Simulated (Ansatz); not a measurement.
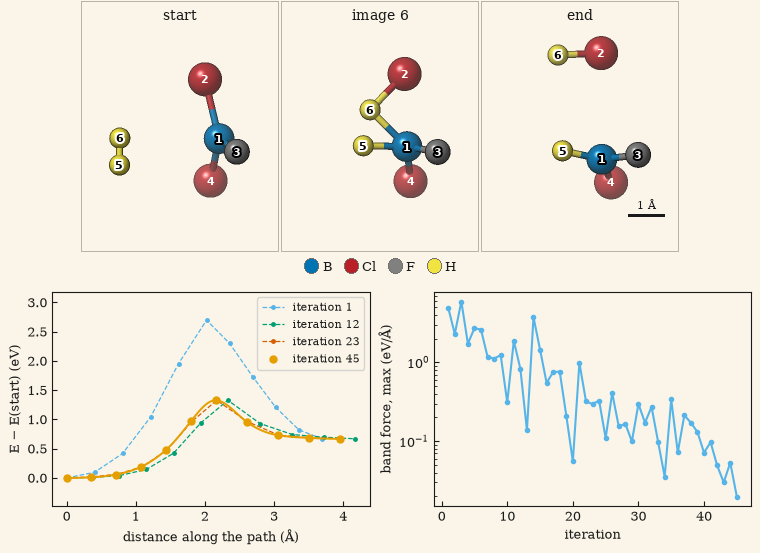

A nudged-elastic-band calculation for BH$_{2}$Cl$_{2}$F, made up at the start of BCl₂F and H2. Images are numbered from 0 (start) to 10 (end). The plot follows the band through its iterations. Style: ball-and-stick. Shown at a tilt.

Computed with Ansatz, RKS PBE-D4/def2-SVP. Run with 9 movable images; climbing image; force threshold 0.03 eV/Å; iteration limit 52; starting path through a guess of the saddle point.

How did the profile develop, and is the result final?

The result is final at these settings. The band converged in 45 iterations. The largest component of the band force went from 4.9 to 0.02 eV/Å. The climbing image converged on the top of the path. Its vibrational analysis gives one imaginary mode (725i cm⁻¹), as a transition state must have. The first iteration put the highest image at 2.70 eV. The highest point, image 6, lies 1.33 eV above the start and 0.66 eV above the end; the end is at +0.67 eV relative to the start.

Limits of the set-up: the start holds two separate molecules, 3.0 Å apart at their closest, whose relative position is a soft coordinate.

The run took 11 min on 1 thread of Intel(R) Xeon(R) Platinum 8488C (Sapphire Rapids), with other jobs on the host, peak memory 0.14 GiB.
